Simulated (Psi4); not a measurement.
**H6InP (SMILES [H][In]([H])([H])<-[PH3]), step by step**

Aim: a geometry optimisation (singlet H6InP, BLYP-D3(BJ)/def2-SVP), then a single-point energy (doublet H6InP+, UBLYP-D3(BJ)/def2-SVP), then a single-point energy (doublet H6InP+, UBLYP-D3(BJ)/def2-SVP), then a structure relaxation (doublet H6InP+, UBLYP-D3(BJ)/def2-SVP), then a geometry optimisation (doublet H6InP+, UBLYP-D3(BJ)/def2-SVP), then a single-point energy (singlet H6InP, BLYP-D3(BJ)/def2-SVP) of H6InP and its partners. 

The results are computed with Psi4 1.11.

## Step 1: The structure to begin with

H6InP has 8 atoms, charge 0, and is taken as a singlet. As SMILES, `[H][In]([H])([H])<-[PH3]`. Geometry: a GFN2-xTB relaxation, a rough one for these elements and not checked as a minimum. The run starts from this shape.

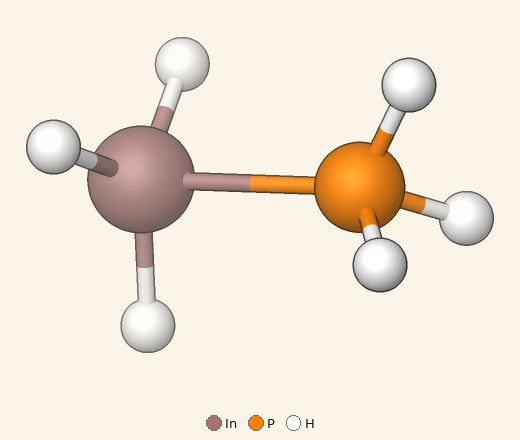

Viewed from a chosen angle; indium brown, phosphorus orange, hydrogen white.

## Step 2: A structure relaxation at BLYP-D3(BJ)/def2-SVP (density fitting, core potential) (run 1)

The input, input.dat:

```
memory 1.6 GB

molecule mol {
  0 1
  In    -0.004250     0.009580    -1.578130
  P     -0.004360     0.003020     1.158860
  H      0.668690     0.958390     1.897870
  H      0.515210    -1.072240     1.855730
  H     -1.167190     0.075040     1.903280
  H      1.680290    -0.010320    -1.736990
  H     -0.827110     1.476000    -1.756760
  H     -0.861290    -1.439470    -1.743860
  symmetry c1
}


optimize('blyp-d3(bj)/def2-SVP')
print_variables()
```

Launch:

```sh
$ psi4 -i input.dat -o output.dat -n 1
```

output.dat:

```text
Psi4 1.11 release

gradient() will perform analytic gradient computation.

   => Loading Basis Set <=

    Name: DEF2-SVP
    Role: ORBITAL
    Keyword: BASIS

    !!!  WARNING: ECP capability is in beta. Please check occupations closely.  !!!

   => BLYP-D3(BJ): Empirical Dispersion <=

        s6 =       1.000000
        s8 =       2.699600
        a1 =       0.429800
        a2 =       4.235900

[... 216 lines left out ...]
    VV10 Nonlocal Energy =                  0.0000000000000000
[... 552 lines left out ...]
   @DF-RKS iter   3:  -534.86701929562685   -3.38264e-05   5.30370e-06 DIIS
[... 344 lines left out ...]
    Weights Tolerance      =       1.00E-15
[... 435 lines left out ...]
    One-Electron Energy =               -1031.0461384623583854
[... 442 lines left out ...]
  "SCF DIPOLE"                               =>       0.002053439781 ... 1.425368470121 1 by 3
[... 3 lines left out ...]
    Psi4 run time: 0:00:31.00

[set-up sections that repeat, and orbital energies of the middle runs, are left out above]
```

The script printed:

```text
Optimizer: Optimization complete!
```

It took 32 s on 1 thread of INTEL XEON PLATINUM 8581C at 2.10GHz (Emerald Rapids), shared host; peak memory 0.59 GiB.

Steps, from the record of the run:

| step | energy from the first frame kept (eV) | largest force (eV/Å) |
| --- | --- | --- |
| 0 | 0.0000 | 1.1472 |
| 1 | -0.1840 | 0.2844 |
| 2 | -0.1924 | 0.1634 |
| 3 | -0.1957 | 0.0355 |
| 4 | -0.1961 | 0.0209 |
| 5 | -0.1962 | 0.0091 |
| 6 | -0.1962 | 0.0035 |

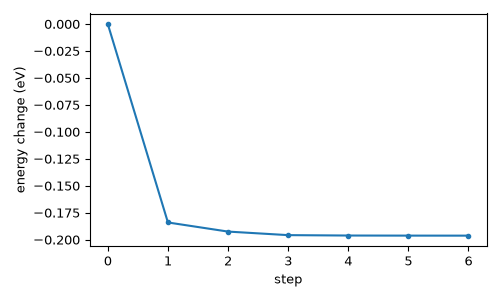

Energy along the run.

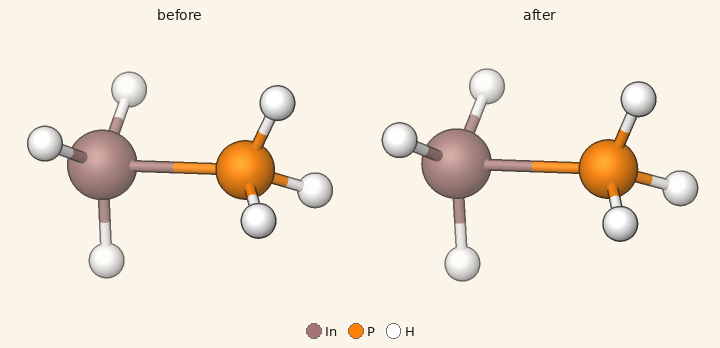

Before and after, at one scale.

After the run. Bond lengths: In1–P2 2.903 Å, P2–H3 1.432 Å, P2–H4 1.432 Å, P2–H5 1.432 Å, In1–H6 1.757 Å, In1–H7 1.756 Å, In1–H8 1.757 Å. Some angles: In1–P2–H3 120.5°, In1–P2–H4 119.7°, In1–P2–H5 120.7°, P2–In1–H6 94.1°, P2–In1–H7 94.7°, P2–In1–H8 94.2°, H3–P2–H4 96.8°, H3–P2–H5 96.8°, H4–P2–H5 96.8°, H6–In1–H7 119.5°.

## Step 3: The doublet cation: a single-point energy at UBLYP-D3(BJ)/def2-SVP (density fitting) (run 2)

The input, h6inp.inp:

```
memory 1600 mb

molecule {
  1 2
  In    -0.004969     0.010827    -1.615785
  P     -0.001406    -0.001884     1.286756
  H      0.671211     1.029013     2.017918
  H      0.571684    -1.109269     1.990211
  H     -1.230436     0.045804     2.019562
  H      1.746367    -0.035394    -1.744312
  H     -0.840582     1.549465    -1.752448
  H     -0.918448    -1.483613    -1.749166
}

set {
  basis     def2-SVP
  reference uks
}

e_tot = energy('blyp-d3bj')
```

Launch:

```sh
$ psi4 h6inp.inp h6inp.out -n 1
```

h6inp.out:

```text
Psi4 1.11 release

   => Loading Basis Set <=

    Name: DEF2-SVP
    Role: ORBITAL
    Keyword: BASIS

    !!!  WARNING: ECP capability is in beta. Please check occupations closely.  !!!

   => BLYP-D3(BJ): Empirical Dispersion <=

        s6 =       1.000000
        s8 =       2.699600
        a1 =       0.429800
        a2 =       4.235900

[... 165 lines left out ...]
   @DF-UKS iter   3:  -534.48486610444570   -3.08777e-01   2.33803e-03 ADIIS/DIIS
[... 5 lines left out ...]
   @DF-UKS iter   9:  -534.50744379774312   -2.81871e-03   1.40788e-03 ADIIS/DIIS
[... 6 lines left out ...]
   @DF-UKS iter  96:  -534.51006104279531    3.50072e-03   1.29348e-03 ADIIS/DIIS
[... 5 lines left out ...]
PsiException: Could not converge SCF iterations in 100 iterations.
[... 1 line left out ...]
  Failed to converge.
[... 4 lines left out ...]
psi4.driver.p4util.exceptions.SCFConvergenceError: Could not converge SCF iterations in 100 iterations.

Printing out the relevant lines from the Psithon --> Python processed input file:
      H     -0.918448    -1.483613    -1.749166
    """)
    core.IO.set_default_namespace("")
    core.set_global_option("BASIS", "def2-SVP")
    core.set_global_option("REFERENCE", "uks")
--> e_tot = energy('blyp-d3bj')

!-------------------------------------------------------!
!                                                       !
!  Could not converge SCF iterations in 100 iterations. !
!                                                       !
!-------------------------------------------------------!

    Psi4 run time: 0:00:43.18
```

Run time: 44 s. Hardware: 1 thread of INTEL XEON PLATINUM 8581C at 2.10GHz (Emerald Rapids), shared host; peak memory 0.54 GiB.

No converged result was reached.

## Step 4: The doublet cation: the energy at UBLYP-D3(BJ)/def2-SVP (density fitting, core potential) (run 3)

Changes to h6inp.inp since step 3:

```diff
@@ -15,4 +15,8 @@
 set {
-  basis     def2-SVP
-  reference uks
+  basis              def2-SVP
+  reference          uks
+  level_shift        0.3
+  level_shift_cutoff 1e-09
+  d_convergence      1e-06
+  maxiter            150
 }
```

Launch:

```sh
$ psi4 h6inp.inp h6inp.out -n 1
```

h6inp.out:

```text
Psi4 1.11 release

   => Loading Basis Set <=

    Name: DEF2-SVP
    Role: ORBITAL
    Keyword: BASIS

    !!!  WARNING: ECP capability is in beta. Please check occupations closely.  !!!

   => BLYP-D3(BJ): Empirical Dispersion <=

        s6 =       1.000000
        s8 =       2.699600
        a1 =       0.429800
        a2 =       4.235900

[... 105 lines left out ...]
    Weights Tolerance      =       1.00E-15
[... 63 lines left out ...]
   @DF-UKS iter   7:  -534.48854576534018   -1.15207e-03   2.68622e-04 ADIIS/DIIS/SHIFT
[... 9 lines left out ...]
   @DF-UKS iter 140:  -534.52480953913448   -6.17035e-09   2.13586e-06 DIIS/SHIFT
[... 16 lines left out ...]
   @S   Observed:                5.000000000E-01
[... 57 lines left out ...]
    Total Energy =                       -534.5248095712682925
[... 22 lines left out ...]
 L = 1.  Multiply by 2.5417464519 to convert [e a0] to [Debye]
 Dipole X            :         -0.2116276            0.0837072           -0.1279203
 Dipole Y            :          0.4823642           -0.2486259            0.2337384
 Dipole Z            :        -48.4129958           49.5898761            1.1768803
 Magnitude           :                                                    1.2066667

 ------------------------------------------------------------------------------------

	total time  =         60 seconds =       1.00 minutes

    Psi4 run time: 0:01:00.24
```

Wall time 62 s (1 thread of INTEL XEON PLATINUM 8581C at 2.10GHz (Emerald Rapids), shared host); peak memory 0.55 GiB.

## Step 5: The doublet cation: a geometry optimisation at UBLYP-D3(BJ)/def2-SVP (density fitting) (run 4)

The input, h6inp.xyz:

```xyz
8
H6InP
In    -0.004969     0.010827    -1.615785
P     -0.001406    -0.001884     1.286756
H      0.671211     1.029013     2.017918
H      0.571684    -1.109269     1.990211
H     -1.230436     0.045804     2.019562
H      1.746367    -0.035394    -1.744312
H     -0.840582     1.549465    -1.752448
H     -0.918448    -1.483613    -1.749166
```

The input, run.py:

```python
import psi4

psi4.set_memory('1600 MB')
psi4.set_num_threads(1)
psi4.set_output_file('output.dat', False)

with open('h6inp.xyz') as f:
    atoms = ''.join(f.readlines()[2:])
mol = psi4.geometry('1 2\n' + atoms + 'symmetry c1')

options = {'basis': 'def2-SVP', 'reference': 'uks'}
psi4.set_options(options)

e_tot = psi4.optimize("blyp-d3bj")
print(f'total energy {e_tot:.8f} hartree = {e_tot * 27.211386:.5f} eV')
mol.save_xyz_file('final.xyz', False)
for k, v in sorted(psi4.core.scalar_variables().items()):
    print(f'{k:45s} {v:18.10f}')
```

Launch:

```sh
$ python run.py
```

output.dat:

```text
Psi4 1.11 release

gradient() will perform analytic gradient computation.

   => Loading Basis Set <=

    Name: DEF2-SVP
    Role: ORBITAL
    Keyword: BASIS

    !!!  WARNING: ECP capability is in beta. Please check occupations closely.  !!!

   => BLYP-D3(BJ): Empirical Dispersion <=

        s6 =       1.000000
        s8 =       2.699600
        a1 =       0.429800
        a2 =       4.235900

[... 163 lines left out ...]
   @DF-UKS iter   1:  -534.38575100711262   -5.85369e-01   4.27141e-03 DIIS/ADIIS
[... 5 lines left out ...]
   @DF-UKS iter   7:  -534.49449870681519    9.67637e-03   1.91435e-03 DIIS/ADIIS
[... 6 lines left out ...]
   @DF-UKS iter  94:  -534.51001745777103   -1.53314e-03   1.29870e-03 DIIS/ADIIS
[... 5 lines left out ...]
   @DF-UKS iter 100:  -534.50945608622078   -1.24495e-04   1.31554e-03 DIIS/ADIIS
[... 1 line left out ...]
PsiException: Could not converge SCF iterations in 100 iterations.

  Failed to converge.
```

On the terminal:

```text
Traceback (most recent call last):
  File "run.py", line 14, in <module>
    e_tot = psi4.optimize("blyp-d3bj")
psi4.driver.p4util.exceptions.SCFConvergenceError: Could not converge SCF iterations in 100 iterations.
```

It took 47 s on 1 thread of INTEL XEON PLATINUM 8581C at 2.10GHz (Emerald Rapids), shared host; peak memory 0.55 GiB.

The iterations ended before the threshold was met.

## Step 6: The doublet cation: a geometry optimisation at UBLYP-D3(BJ)/def2-SVP (density fitting, core potential) (run 5)

h6inp.xyz is that of step 5.

Changes to run.py since step 5:

```diff
@@ -10,3 +10,3 @@
 
-options = {'basis': 'def2-SVP', 'reference': 'uks'}
+options = {'basis': 'def2-SVP', 'reference': 'uks', 'level_shift': 0.3, 'level_shift_cutoff': 1e-09, 'd_convergence': 1e-06, 'maxiter': 150}
 psi4.set_options(options)
```

Launch:

```sh
$ python run.py
```

output.dat:

```text
Psi4 1.11 release

gradient() will perform analytic gradient computation.

   => Loading Basis Set <=

    Name: DEF2-SVP
    Role: ORBITAL
    Keyword: BASIS

    !!!  WARNING: ECP capability is in beta. Please check occupations closely.  !!!

   => BLYP-D3(BJ): Empirical Dispersion <=

        s6 =       1.000000
        s8 =       2.699600
        a1 =       0.429800
        a2 =       4.235900

[... 566 lines left out ...]
   @DF-UKS iter   7:  -534.53551064897704   -2.44946e-05   4.56304e-05 DIIS/SHIFT
[... 591 lines left out ...]
   @DF-UKS iter  14:  -534.55098262342767   -1.36640e-07   3.76920e-06 DIIS/SHIFT
[... 838 lines left out ...]
   @DF-UKS iter   6:  -534.55211558689666   -2.19139e-08   6.53697e-07 DIIS/SHIFT
[... 816 lines left out ...]
    Final Occupation by Irrep:
[... 975 lines left out ...]
	  Convergence Criteria     1.00e-06 *    3.00e-04 *             o    1.20e-03 *             o
[... 13 lines left out ...]
    Final optimized geometry and variables:
    Molecular point group: c1
    Full point group: C1

    Geometry (in Angstrom), charge = 1, multiplicity = 2:

    IN           0.017579451370    -0.032332857513    -0.628343675122
    P           -0.041067321371     0.075138273583     2.167480823058
    H            0.640280562563     1.152744969255     2.804114001342
[... 4 lines of this table left out ...]
    H           -1.383664456233    -0.990868415557    -0.885516564279

[set-up sections that repeat, and orbital energies of the middle runs, are left out above]
```

Standard output:

```text
Optimizer: Optimization complete!
total energy -534.55228555 hartree = -14545.90858 eV
BLYP-D3(BJ) DISPERSION CORRECTION ENERGY           -0.0110537244
CURRENT ENERGY                                   -534.5522855509
CURRENT REFERENCE ENERGY                         -534.5522855509
DD SOLVATION ENERGY                                 0.0000000000
DFT FUNCTIONAL TOTAL ENERGY                      -534.5412318265
DFT TOTAL ENERGY                                 -534.5522855509
DFT VV10 ENERGY                                     0.0000000000
DFT XC ENERGY                                     -41.7127173180
DISPERSION CORRECTION ENERGY                       -0.0110537244
GRID ELECTRONS ALPHA                               21.0000003644
GRID ELECTRONS BETA                                20.0000017133
GRID ELECTRONS TOTAL                               41.0000020776
NUCLEAR REPULSION ENERGY                          112.5582760548
ONE-ELECTRON ENERGY                             -1025.3670876465
OPTIMIZATION ITERATIONS                            14.0000000000
PCM POLARIZATION ENERGY                             0.0000000000
PE ENERGY                                           0.0000000000
SCF ITERATION ENERGY                             -534.5522855509
SCF ITERATIONS                                      4.0000000000
SCF TOTAL ENERGY                                 -534.5522855509
TWO-ELECTRON ENERGY                               419.9802970832
XC GRID RADIAL POINTS                              75.0000000000
XC GRID SPHERICAL POINTS                          302.0000000000
XC GRID TOTAL POINTS                           174266.0000000000
```

It took 3.1 min on 1 thread of INTEL XEON PLATINUM 8581C at 2.10GHz (Emerald Rapids), shared host; peak memory 0.59 GiB.

The path in brief:

| step | energy from the first frame kept (eV) | largest force (eV/Å) |
| --- | --- | --- |
| 0 | 0.0000 | 1.4323 |
| 1 | -0.2943 | 1.1681 |
| 2 | -0.6028 | 0.6716 |
| 3 | -0.7122 | 0.3175 |
| 4 | -0.7349 | 0.1676 |
| 5 | -0.7406 | 0.1233 |
| 6 | -0.7430 | 0.0884 |
| 7 | -0.7446 | 0.0550 |
| 8 | -0.7459 | 0.0335 |
| 9 | -0.7465 | 0.0293 |
| 10 | -0.7472 | 0.0237 |
| 11 | -0.7476 | 0.0087 |
| 12 | -0.7476 | 0.0043 |
| 13 | -0.7477 | 0.0041 |

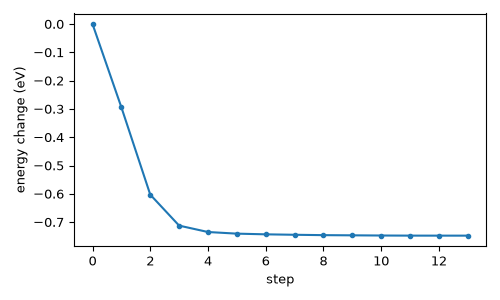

Energy along the run.

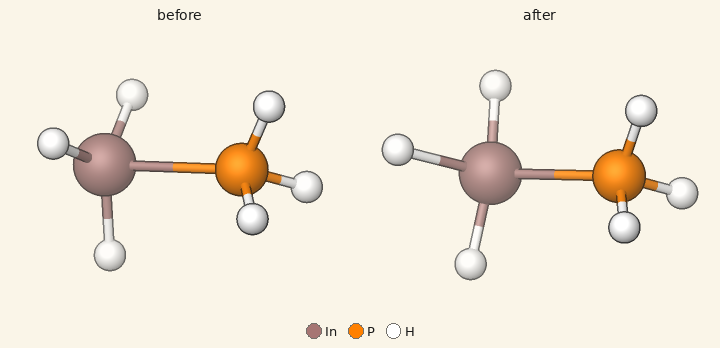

Before and after, at one scale.

After the run. Bond lengths: In1–P2 2.799 Å, P2–H3 1.425 Å, P2–H4 1.425 Å, P2–H5 1.425 Å, In1–H6 1.717 Å, In1–H7 2.040 Å, In1–H8 1.717 Å. Some angles: In1–P2–H3 117.7°, In1–P2–H4 114.5°, In1–P2–H5 117.7°, P2–In1–H6 98.9°, P2–In1–H7 116.7°, P2–In1–H8 98.9°, H3–P2–H4 101.3°, H3–P2–H5 101.8°, H4–P2–H5 101.2°, H6–In1–H7 91.1°.

## Step 7: The energy at BLYP-D3(BJ)/def2-SVP (density fitting, core potential) (run 6)

The input, job.py:

```python
import psi4

psi4.set_memory('1600 MB')
psi4.set_num_threads(1)
psi4.set_output_file('psi4.out', False)

geom = psi4.geometry("""
0 1
In     0.013533    -0.024555    -1.582873
P     -0.045113     0.082916     1.212952
H      0.636234     1.160523     1.849585
H      0.547085    -1.041067     1.859205
H     -1.320342     0.128201     1.847444
H      1.586450     0.614588    -1.839771
H     -0.828124     1.544594    -2.578820
H     -1.387711    -0.983090    -1.840045
units angstrom
""")

psi4.set_options(dict(reference='rks'))

e_tot, wfn = psi4.energy("blyp-d3bj2b/def2-SVP", return_wfn=True)
print(f'blyp-d3bj2b/def2-SVP energy: {e_tot:.10f} Eh')
```

Launch:

```sh
$ python job.py
```

psi4.out:

```text
Psi4 1.11 release

   => Loading Basis Set <=

    Name: DEF2-SVP
    Role: ORBITAL
    Keyword: BASIS

    !!!  WARNING: ECP capability is in beta. Please check occupations closely.  !!!

   => BLYP-D3(BJ): Empirical Dispersion <=

        s6 =       1.000000
        s8 =       2.699600
        a1 =       0.429800
        a2 =       4.235900

[... 160 lines left out ...]
                           Total Energy        Delta E     RMS |[F,P]|
[... 5 lines left out ...]
   @DF-RKS iter   4:  -534.82811343923140   -3.94563e-03   4.75748e-04 DIIS/ADIIS
[... 4 lines left out ...]
   @DF-RKS iter   9:  -534.82949137073274   -9.71966e-09   2.41567e-07 DIIS
[... 39 lines left out ...]
    One-Electron Energy =               -1033.8947806875783044
[... 4 lines left out ...]
    Total Energy =                       -534.8294913707327396
[... 9 lines left out ...]
 ------------------------------------------------------------------------------------
     Multipole            Electronic (a.u.)      Nuclear  (a.u.)        Total (a.u.)
 ------------------------------------------------------------------------------------

 L = 1.  Multiply by 2.5417464519 to convert [e a0] to [Debye]
 Dipole X            :          2.2112718           -1.8688749            0.3423970
 Dipole Y            :         -4.0890973            3.4490612           -0.6400360
 Dipole Z            :        -43.8017635           45.9992818            2.1975183
 Magnitude           :                                                    2.3142965

 ------------------------------------------------------------------------------------

	total time  =          5 seconds =       0.08 minutes
```

The script printed:

```text
blyp-d3bj2b/def2-SVP energy: -534.8294913707 Eh
```

Run time: 6.6 s. Hardware: 1 thread of INTEL XEON PLATINUM 8581C at 2.10GHz (Emerald Rapids), shared host; peak memory 0.54 GiB.

## Step 8: Outcome

| quantity | value |
| --- | --- |
| run 1, BLYP-D3(BJ)/def2-SVP: total energy at the end | -534.86716 Eh |
| run 1, BLYP-D3(BJ)/def2-SVP: dipole moment | 3.62 D |
| run 1, BLYP-D3(BJ)/def2-SVP: HOMO energy | -6.24 eV |
| run 1, BLYP-D3(BJ)/def2-SVP: LUMO energy | -1.13 eV |
| run 1, BLYP-D3(BJ)/def2-SVP: HOMO–LUMO gap | 5.11 eV |
| run 1, BLYP-D3(BJ)/def2-SVP: dispersion energy | -28.66 kJ/mol |
| doublet cation, run 3: total energy | -534.52481 Eh |
| doublet cation, run 3: HOMO energy (highest over α and β) | -12.10 eV |
| doublet cation, run 3: dispersion energy | -28.66 kJ/mol |
| doublet cation, run 3: ⟨S²⟩ | 0.758 |
| doublet cation, run 5: total energy at the end | -534.55229 Eh |
| doublet cation, run 5: HOMO energy (highest over α and β) | -11.97 eV |
| doublet cation, run 5: dispersion energy | -29.02 kJ/mol |
| doublet cation, run 5: ⟨S²⟩ | 0.755 |
| run 6, BLYP-D3(BJ)/def2-SVP: total energy | -534.82949 Eh |
| run 6, BLYP-D3(BJ)/def2-SVP: dipole moment | 5.88 D |
| run 6, BLYP-D3(BJ)/def2-SVP: HOMO energy | -4.59 eV |
| run 6, BLYP-D3(BJ)/def2-SVP: LUMO energy | -1.28 eV |
| run 6, BLYP-D3(BJ)/def2-SVP: HOMO–LUMO gap | 3.31 eV |
| run 6, BLYP-D3(BJ)/def2-SVP: dispersion energy | -29.02 kJ/mol |
| doublet cation, run 2 | no result (not converged) |
| doublet cation, run 4 | no result (not converged) |
| adiabatic ionisation energy (to the doublet cation, no zero-point term) | 8.568 eV |

What this shows: The adiabatic ionisation energy (to the doublet cation, no zero-point term) is 8.57 eV (198 kcal/mol). The optimisation (run 1, BLYP-D3(BJ)/def2-SVP) took 7 steps and changed the energy by -0.196 eV. The optimisation (doublet cation, run 5) took 14 steps and changed the energy by -0.748 eV. 2 of the 6 runs gave no usable result.
